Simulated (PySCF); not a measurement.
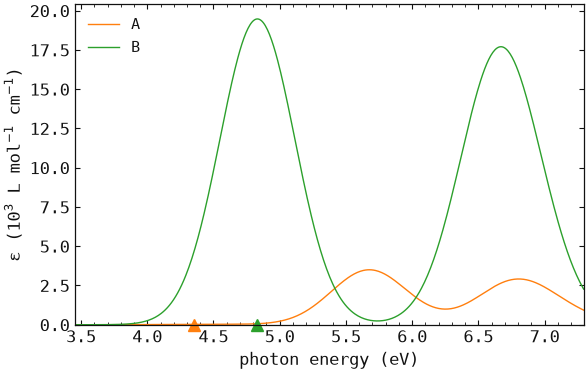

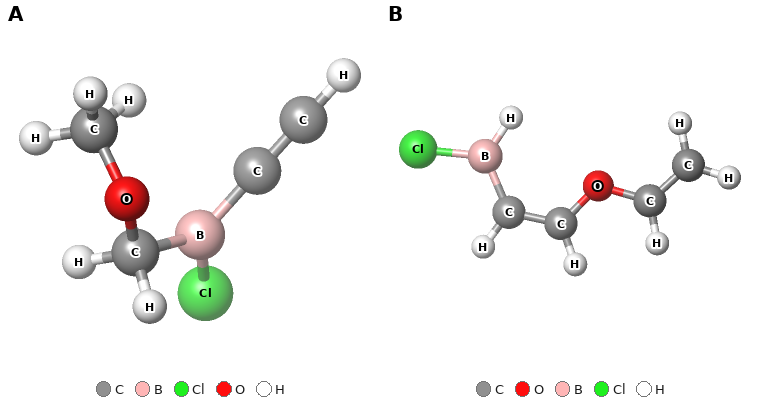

Related molecules: A is C₄H₆BClO, SMILES C#CB(Cl)COC; B is C₄H₆BClO, SMILES C=CO/C=C\BCl. Vertical TDDFT absorption, CAM-B3LYP/def2-SVPD, PySCF, at a GFN2-xTB geometry (no frequency check); Gaussians of 1/e half-width 0.40 eV, triangles mark S1, and the range ends where the computed states of one molecule run out.

How does the lowest singlet move?

A: 4.35 eV (f = 0.001, mainly HOMO → LUMO (78 %)); B: 4.83 eV (f = 0.480, mainly HOMO → LUMO (97 %)). From A to B it shifts 0.48 eV to the blue, but one of these states is bright and the other nearly dark, so it isn't one band that moves.

And the brightest state of each within the range drawn?

A: S3 at 5.67 eV, f = 0.08; B: S1 at 4.83 eV, f = 0.48.

Caveats, for all or some of the runs: core orbitals are frozen in the response; one conformer of a flexible molecule; the tight-binding geometry is rougher than a DFT one and adds to the error.
